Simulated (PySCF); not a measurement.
**GaPH3Cl3 (SMILES [PH3+][Ga-]([Cl])([Cl])[Cl]) at B3LYP/cc-pVDZ**

What is the energy change on altering one bond length of GaPH3Cl3 at B3LYP/cc-pVDZ? Input form: a Python script.

The results are computed with PySCF 2.14.0.

2 further runs of the same task are left out: 2 set aside as unsound or not needed.

### 1 Starting point

The species is GaPH3Cl3 (8 atoms), meant as a singlet with charge 0. SMILES: `[PH3+][Ga-]([Cl])([Cl])[Cl]`. The shape is that of a PBE0-D4/def2-TZVP optimisation.

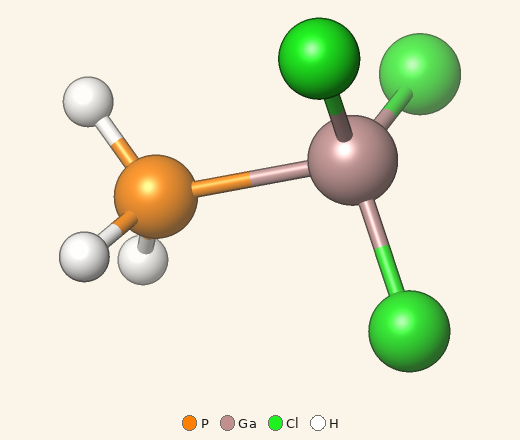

Viewed from a chosen angle; phosphorus orange, gallium pink, chlorine green, hydrogen white.

### 2 The energy at B3LYP/cc-pVDZ

Input file job.py:

```python
from pyscf import gto, dft

system = gto.M(
    atom='''
P     -1.022900    -0.126700     0.469800
Ga     1.222800     0.133700    -0.565700
Cl     2.062900    -1.803600    -0.144000
Cl     0.659500     0.530100    -2.605600
Cl     1.978300     1.794200     0.577800
H     -1.882300     0.986400     0.432900
H     -1.065100    -0.446800     1.839000
H     -1.861100    -1.124400    -0.060100
''',
    charge=0,
    verbose=3,
    max_memory=1860,
    spin=0,
    basis='cc-pvdz',
)

mf = dft.RKS(system)
mf.xc = 'b3lyp'
mf.conv_tol = 1e-10
mf.grids.level = 5
mf.kernel()
if not mf.converged:
    mf = mf.newton().run(mf.mo_coeff, mf.mo_occ)

energy = mf.e_tot
print('E(%s) = %.9f' % ('B3LYP', energy))
```

The run is started by

```console
$ OMP_NUM_THREADS=1 python job.py
```

Standard output:

```text
converged SCF energy = -3648.86790482194
E(B3LYP) = -3648.867904822
```

Run time: 29 s. Hardware: 1 thread of Intel Xeon Platinum 8375C at 2.90GHz (Ice Lake), shared host; peak memory 0.66 GiB.

### 3 The distorted shape

Input file geometry.xyz:

```xyz
8

P     -0.765058    -0.460659     0.480871
Ga     1.480642    -0.200259    -0.554629
Cl     2.320742    -2.137559    -0.132929
Cl     0.917342     0.196141    -2.594529
Cl     2.236142     1.460241     0.588871
H     -1.882300     0.986400     0.432900
H     -0.807258    -0.780759     1.850071
H     -1.603258    -1.458359    -0.049029
```

Input file job.py:

```python
from pyscf import gto, dft

molecule = gto.M(
    atom='geometry.xyz',
    basis='cc-pvdz',
    charge=0,
    max_memory=1860,
    spin=0,
    verbose=4,
)

calc0 = dft.RKS(molecule, xc='b3lyp')
calc0.conv_tol = 1e-10
calc0.grids.level = 5
calc0.kernel()
if not calc0.converged:
    calc0 = calc0.newton().run(calc0.mo_coeff, calc0.mo_occ)

e_tot = calc0.e_tot
print(f'total energy: {e_tot:.8f} hartree')
```

The run is started by

```console
$ OMP_NUM_THREADS=1 python job.py
```

Standard output:

```text
PySCF version 2.14.0

[INPUT] num. atoms = 8
[INPUT] num. electrons = 100
[INPUT] charge = 0
[INPUT] spin (= nelec alpha-beta = 2S) = 0
[INPUT] symmetry False subgroup None
[INPUT] Mole.unit = angstrom
[INPUT] Symbol           X                Y                Z      unit          X                Y                Z       unit  Magmom
[INPUT]  1 P     -0.765058000000  -0.460659000000   0.480871000000 AA   -1.445750089407  -0.870519346816   0.908714491246 Bohr   0.0
[INPUT]  2 Ga     1.480642000000  -0.200259000000  -0.554629000000 AA    2.798007868528  -0.378434663979  -1.048096910741 Bohr   0.0
[INPUT]  3 Cl     2.320742000000  -2.137559000000  -0.132929000000 AA    4.385566785775  -4.039401085099  -0.251199404012 Bohr   0.0
[INPUT]  4 Cl     0.917342000000   0.196141000000  -2.594529000000 AA    1.733525142561   0.370652771798  -4.902949232242 Bohr   0.0
[INPUT]  5 Cl     2.236142000000   1.460241000000   0.588871000000 AA    4.225695955637   2.759455565861   1.112804912699 Bohr   0.0
[INPUT]  6 H     -1.882300000000   0.986400000000   0.432900000000 AA   -3.557031484269   1.864025849271   0.818062439324 Bohr   0.0
[INPUT]  7 H     -0.807258000000  -0.780759000000   1.850071000000 AA   -1.525496531864  -1.475420679289   3.496127501000 Bohr   0.0
[INPUT]  8 H     -1.603258000000  -1.458359000000  -0.049029000000 AA   -3.029718527018  -2.755899101295  -0.092651382161 Bohr   0.0

nuclear repulsion = 775.307150038375
number of shells = 35
number of NR pGTOs = 262
number of NR cGTOs = 114
basis = cc-pvdz
ecp = {}

******** <class 'pyscf.dft.rks.RKS'> ********
method = RKS
initial guess = minao
damping factor = 0
level_shift factor = 0
DIIS = <class 'pyscf.scf.diis.CDIIS'>
diis_start_cycle = 1
diis_space = 8
diis_damp = 0
SCF conv_tol = 1e-10
SCF conv_tol_grad = None
SCF max_cycles = 50
direct_scf = True
direct_scf_tol = 1e-13
XC library pyscf.dft.libxc version 7.0.0
    S. Lehtola, C. Steigemann, M. J.T. Oliveira, and M. A.L. Marques.,  SoftwareX 7, 1–5 (2018)
XC functionals = b3lyp
    P. J. Stephens, F. J. Devlin, C. F. Chabalowski, and M. J. Frisch.,  J. Phys. Chem. 98, 11623 (1994)
radial grids:
    Treutler-Ahlrichs [JCP 102, 346 (1995); DOI:10.1063/1.469408] (M4) radial grids

becke partition: Becke, JCP 88, 2547 (1988); DOI:10.1063/1.454033
pruning grids: <function nwchem_prune>
grids dens level: 5
symmetrized grids: False
atomic radii adjust function: <function treutler_atomic_radii_adjust>
small_rho_cutoff = 0
Set gradient conv threshold to 1e-05
Initial guess from minao.
tot grids = 288632
init E= -3648.51583710617
  HOMO = -0.311308919696698  LUMO = -0.0898350991793304  gap/eV = 6.02661
cycle= 1 E= -3648.74400168602  delta_E= -0.228  |g|= 0.519  |ddm|= 2.22
  HOMO = -0.250022127201698  LUMO = -0.144173804972308  gap/eV = 2.88028
cycle= 2 E= -3648.67797117038  delta_E= 0.066  |g|= 0.713  |ddm|= 1.36
  HOMO = -0.294181647228226  LUMO = -0.104160790484546  gap/eV = 5.17073
cycle= 3 E= -3648.82940667479  delta_E= -0.151  |g|= 0.0652  |ddm|= 0.773
  HOMO = -0.303690665432439  LUMO = -0.102807975602861  gap/eV = 5.46630
cycle= 4 E= -3648.83080471269  delta_E= -0.0014  |g|= 0.0184  |ddm|= 0.089
  HOMO = -0.301877098809342  LUMO = -0.101558271744757  gap/eV = 5.45095
cycle= 5 E= -3648.83092067695  delta_E= -0.000116  |g|= 0.00418  |ddm|= 0.0244
  HOMO = -0.301953149795234  LUMO = -0.101634305500971  gap/eV = 5.45095
cycle= 6 E= -3648.83092672549  delta_E= -6.05e-06  |g|= 0.00119  |ddm|= 0.00588
  HOMO = -0.302016725321925  LUMO = -0.101640457919531  gap/eV = 5.45252
cycle= 7 E= -3648.83092726409  delta_E= -5.39e-07  |g|= 0.000212  |ddm|= 0.00153
  HOMO = -0.30200004704508  LUMO = -0.101651056036313  gap/eV = 5.45177
cycle= 8 E= -3648.83092727683  delta_E= -1.27e-08  |g|= 7.76e-05  |ddm|= 0.000299
  HOMO = -0.30199875446727  LUMO = -0.101648890584477  gap/eV = 5.45180
cycle= 9 E= -3648.83092727874  delta_E= -1.92e-09  |g|= 1.26e-05  |ddm|= 9.29e-05
  HOMO = -0.301999384291308  LUMO = -0.101647883821724  gap/eV = 5.45184
cycle= 10 E= -3648.83092727881  delta_E= -7.28e-11  |g|= 2.99e-06  |ddm|= 1.93e-05
  HOMO = -0.301999298978768  LUMO = -0.101648756665881  gap/eV = 5.45182
Extra cycle  E= -3648.8309272788  delta_E= 1.46e-11  |g|= 3.04e-06  |ddm|= 7.08e-06
converged SCF energy = -3648.8309272788
total energy: -3648.83092728 hartree
```

It took 32 s on 1 thread of Intel Xeon Platinum 8375C at 2.90GHz (Ice Lake), shared host; peak memory 0.66 GiB.

### 4 Summary of results

At B3LYP/cc-pVDZ:

| quantity | value |
| --- | --- |
| first shape: total energy | -3648.86790 Eh |
| first shape: dipole moment | 6.12 D |
| first shape: HOMO energy | -8.19 eV |
| first shape: LUMO energy | -1.02 eV |
| first shape: HOMO–LUMO gap | 7.17 eV |
| distorted shape: total energy | -3648.83093 Eh |
| distorted shape: dipole moment | 5.93 D |
| distorted shape: HOMO energy | -8.22 eV |
| distorted shape: LUMO energy | -2.77 eV |
| distorted shape: HOMO–LUMO gap | 5.45 eV |
| energy change with the P1–H6 bond stretched from 1.407 to 1.829 Å | 1.006 eV |

In words: With the P1–H6 bond stretched from 1.407 to 1.829 Å the energy rises by 1.01 eV (23 kcal/mol). The first shape isn't relaxed at this level, so the change isn't measured from a minimum.
